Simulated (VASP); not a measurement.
Band structure of ZnSe (zinc blende). Method: vdW-DF2, VASP's PBE PAW potentials (set 64) (plane waves; VASP).

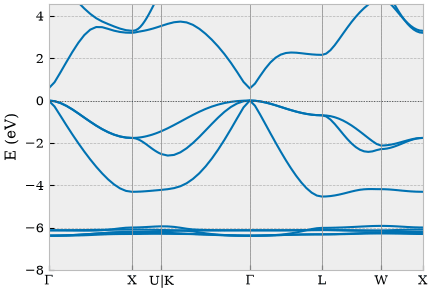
Figure. Bands along high-symmetry lines, zero at the valence-band maximum or, without a gap, the Fermi level

Question: Read the plot: is there a gap, and where are the band edges?

Answer: The gap is direct, 0.57 eV, from the valence maximum at Γ to the conduction minimum at Γ. (Edges off the drawn lines would not show.)

Measured: gap 2.87 eV (computed value off by -2.30 eV), as given by Wei Chen et al., Physical Review Materials (2018), doi:10.1103/physrevmaterials.2.073803 [zero-point renormalisation of 0.05 eV added back (the table's ZPR column)].

The compound is ZnSe in the zinc blende structure. It was relaxed first, which changed the volume by +12 %.
